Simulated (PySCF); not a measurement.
**C6H14N2Si: density, localisation and related maps**

```xyz
23

C    -2.5242    0.5571   -1.1382
C    -1.2218    0.6830   -0.3527
N    -0.7098   -0.6267    0.0199
C    -1.3266   -1.1529    1.2171
C     0.7347   -0.7174    0.0338
C     1.3009   -0.3997   -1.3300
N     2.3630    0.2616   -1.4668
Si    3.0046    0.7877    0.0745
C     1.4969    0.1529    1.0588
H    -2.8327    1.5340   -1.5018
H    -3.3205    0.1544   -0.5180
H    -2.3805   -0.1061   -1.9868
H    -0.4751    1.1707   -0.9854
H    -1.3897    1.3243    0.5291
H    -2.4051   -1.1946    1.0760
H    -0.9641   -2.1654    1.3908
H    -1.1176   -0.5463    2.1120
H     0.9775   -1.7755    0.2109
H     0.7759   -0.7816   -2.2000
H     3.1650    2.2369    0.0614
H     4.2371    0.0693    0.3813
H     0.8623    0.9802    1.3746
H     1.7448   -0.4189    1.9497
```

Geometry: GFN2-xTB.

Method: PBE0/pcSseg-1, SCF density, gas phase, non-relativistic (PySCF).

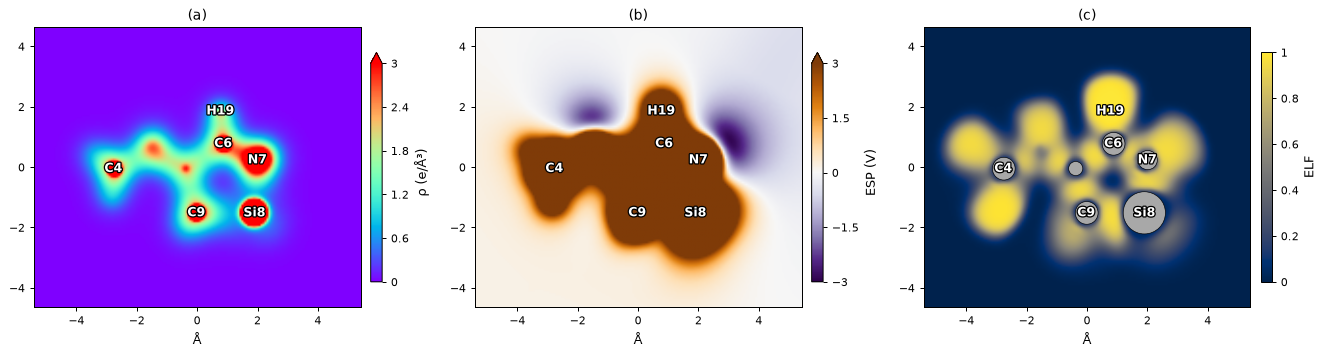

Figure 1. (a) electron density; (b) molecular electrostatic potential; (c) electron localisation function on the plane of atoms N7, Si8 and C9. Grey discs cover the atomic cores in the ELF map.

> Interpret the plot.

- Atoms in the plane: C, N, Si and H.
- C–N (1.26 Å): ρ at the midpoint is about 2.8 e/Å³; the ELF peaks at about 0.90 between the atoms (a short, multiple covalent bond).
- Si–N (1.75 Å): ρ at the midpoint is about 1.1 e/Å³; the ELF peaks at about 0.90 between the atoms, as expected for a shared but strongly polarised pair.
- C–Si (1.91 Å): ρ at the midpoint is about 0.9 e/Å³; the ELF peaks at about 0.95 between the atoms (localised, covalent bonding).
- C–H (1.09 Å): ρ is about 2.1 e/Å³ halfway; the ELF climbs to about 1 towards the hydrogen, as it does in any bond to H (a covalent bond by its length).
- The ELF also peaks beside N7 and N3, away from the bonds: lone-pair regions.
- Outside the dense part of the molecule the potential is most negative (−2.9 V) near N7.

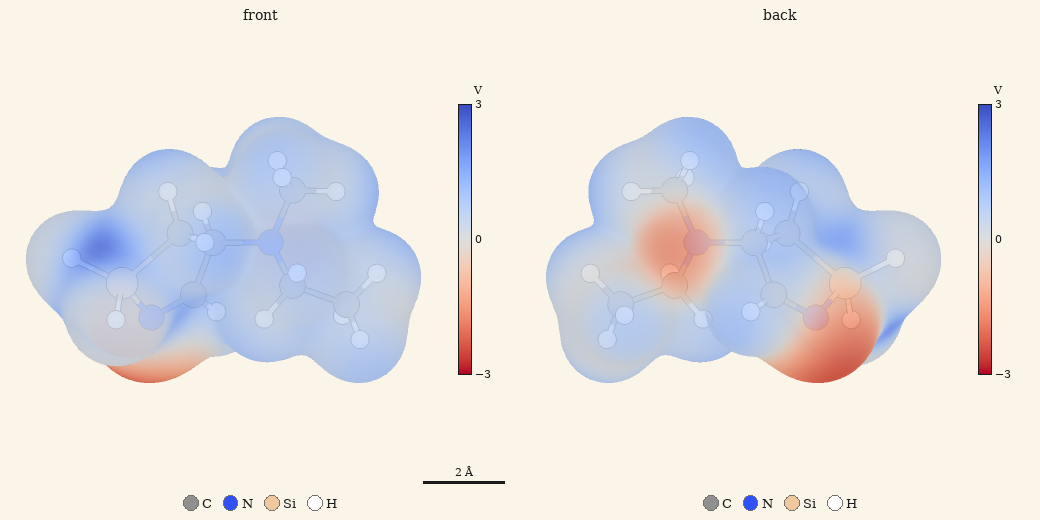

Figure 2. The electrostatic potential painted on the density surface at 0.004 e/bohr³, seen from the front and from behind; the colour scale runs from red (negative) to blue (positive).

> Where is the surface potential most negative and most positive?

The most negative region (about −2.3 V) lies over N7, the most positive (about +2.1 V) over Si8. N7 is the likeliest acceptor of a hydrogen bond.

> What dipole moment does the calculation give?

Its dipole moment is 2.58 D.
